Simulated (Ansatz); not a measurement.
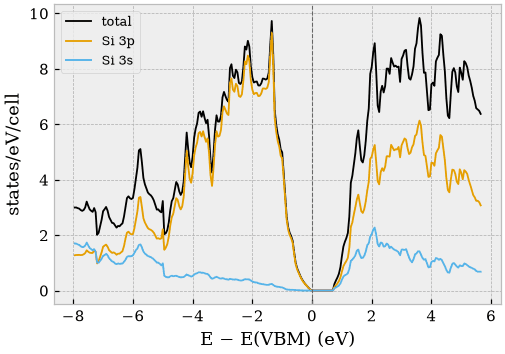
Figure: Total and projected density of states of Si in space group Cmcm (No. 63; Si on 8f, Si on 8f, Si on 8f), r²SCAN in the plane-wave PAW code Ansatz

### Question
Which orbitals carry the states next to the gap?

### Answer
Top 1 eV of the valence band: Si 3p 96 %. Bottom 1 eV of the conduction band: Si 3p 59 %, Si 3s 27 %, outside the projected shells 14 %. Projections are on Löwdin-orthogonalised atomic valence shells; empty p or d shells of many metals are not among them.

### Question
Where is the tallest occupied peak in this window, and what makes it?

### Answer
Near -1.3 eV, about 9.7 states/eV per cell; the largest projected share is Si 3p.

The first step of the workflow began from a Materials Project structure, measured or hypothetical; the Crystallography Open Database copy checked does not list it. It is not the phase usual at ambient conditions (space group No. 227). Symmetry was held in the r²SCAN relaxation; its stability against distortions is not shown here.

Potentials: the later of the program's two PAW sets.
